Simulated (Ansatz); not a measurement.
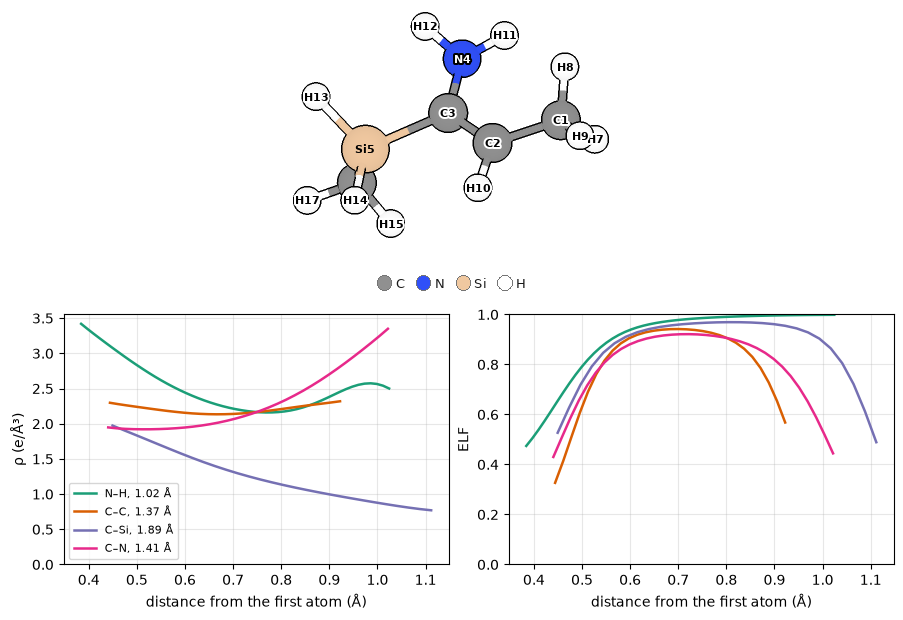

*C4H11NSi. Total electron density and ELF along straight lines between neighbouring atoms. The curves leave out the atomic cores. The structure is drawn too.*

These are results of Ansatz 0.2.0, RKS BLYP-D4/def2-SVP, not measurements.

The calculation's input:

```
crystal:
  periodic: [false, false, false]
  atoms:
    - { symbol: C, position_ang: [-1.2657, -1.6094, -1.7165] }
    - { symbol: C, position_ang: [-1.002, -0.7119, -0.5424] }
    - { symbol: C, position_ang: [-1.26613, 0.57756, -0.50305] }
    - { symbol: "N", position_ang: [-1.86802, 1.3948, -1.56736] }
    - { symbol: Si, position_ang: [-0.87687, 1.60127, 1.07432] }
    - { symbol: C, position_ang: [-2.27798, 1.4939, 2.30496] }
    - { symbol: H, position_ang: [-1.9362, -2.3898, -1.4216] }
    - { symbol: H, position_ang: [-1.8091, -0.9524, -2.4832] }
    - { symbol: H, position_ang: [-0.4243, -1.9667, -2.169] }
    - { symbol: H, position_ang: [-0.54199, -1.17258, 0.3405] }
    - { symbol: H, position_ang: [-1.6912, 0.90106, -2.4501] }
    - { symbol: H, position_ang: [-1.5497, 2.34068, -1.56366] }
    - { symbol: H, position_ang: [-0.63851, 2.97585, 0.72025] }
    - { symbol: H, position_ang: [0.40106, 1.06131, 1.71343] }
    - { symbol: H, position_ang: [-2.4398, 0.45725, 2.57756] }
    - { symbol: H, position_ang: [-3.20186, 1.90369, 1.89461] }
    - { symbol: H, position_ang: [-2.07504, 2.078, 3.21926] }
basis:
  gaussian: { orbitals: def2-SVP }
hamiltonian:
  xc: blyp
  dispersion: d4
relax:
  f_tol: 0.015
  max_steps: 40
output:
  orbitals: {}
```

Command:

```sh
ansatz run input.yaml --threads 2 --pin off --max-ram 3072MiB --backend cpu --events-out ev --progress --plain --runs-dir out
```

The fields are those of the run's last geometry, not of the input's.

> What kind of bonding do the profiles show?

N–H (1.02 Å): the density is about 2.8 e/Å³ at the midpoint; the ELF climbs to about 1 towards the hydrogen, as it does in any bond to H: an ordinary covalent bond to hydrogen.
C–C (1.37 Å): ρ at the midpoint is about 2.1 e/Å³; the ELF peaks at about 0.95 between the atoms, as expected for a covalent bond.
C–Si (1.89 Å): the density is about 0.94 e/Å³ at the midpoint; the ELF peaks at about 0.95 between the atoms, as expected for a shared electron pair.
C–N (1.41 Å): ρ at the midpoint is about 2.1 e/Å³; the ELF peaks at about 0.90 between the atoms; a covalent bond.
